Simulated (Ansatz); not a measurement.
# The cluster Ru₂Pt₂: geometry, orbitals and charge

Aim: characterise the cluster Ru₂Pt₂ as a singlet: its structure, frontier levels and distribution of charge.

The runs use Ansatz 0.2.0, Gaussian basis; RKS PBE0-D4/def2-TZVP.

The runs, in order: relaxation at r2SCAN-D4/def2-SVP; a search for the lowest solution at PBE0-D4/def2-SVP; a single point at PBE0-D4/def2-TZVP.

6 further runs of the same task are left out: 5 that didn't finish, 1 set aside as unsound or not needed.

## (1) The starting structure

4 atoms, charge 0, spin multiplicity 1.

Atoms are counted from 1 here; the program's logs count them from 0.

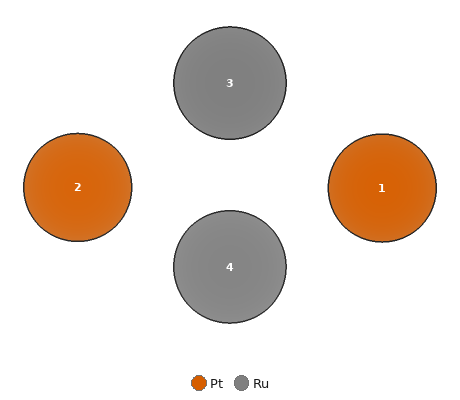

The starting geometry (platinum orange, ruthenium grey); atoms are numbered from 1 in the order of the file.

Pt, Ru take a core potential in the def2 sets. No spin-orbit coupling is included.

The start is a GFN2-xTB geometry.

## (2) Relaxation at r2SCAN-D4/def2-SVP

File in.yaml:

```yaml
crystal:
  periodic: [false, false, false]
  atoms:
    - {symbol: Pt, position_ang: [0.795560, 1.466910, 1.294360]}
    - {symbol: Pt, position_ang: [-0.643100, -1.556300, -1.274120]}
    - {symbol: Ru, position_ang: [-1.149000, 0.712640, -0.194230]}
    - {symbol: Ru, position_ang: [0.996550, -0.623250, 0.173990]}
basis:
  gaussian: {orbitals: def2-SVP}
hamiltonian: {xc: r2scan, dispersion: d4}
scf: {lower_state_search: "off"}
output: {orbitals: {seedname: orbitals}}
relax: {f_tol: 0.02, max_steps: 100}
```

On the command line:

```bash
$ ansatz run in.yaml --threads 2 --pin off --events-out ev --progress --plain --max-ram 4352MiB
```

The runs that follow: Searching for the lowest solution, PBE0-D4/def2-SVP; Single point, PBE0-D4/def2-TZVP.

**Question.** What will the summary of the whole plan be? Wanted: point group; commonest bond; HOMO, LUMO at PBE0-D4/def2-TZVP; dipole at r2SCAN-D4/def2-SVP.

**Answer**, as computed:

| quantity | value |
| --- | --- |
| point group | C2v |
| commonest bond | Pt–Ru, 4 of mean length 2.446 Å |
| HOMO, LUMO at PBE0-D4/def2-TZVP | -5.53, -3.26 eV |
| dipole at r2SCAN-D4/def2-SVP | 0.51 D |

In words: The molecule keeps its bonding pattern by the stored test; the atoms moved 0.57 Å (rms), and the angle Pt1–Ru4–Pt2 went from 125° to 101°. No usable vibrations, so a minimum isn't proven. Whether this spin is the lowest isn't tested here.
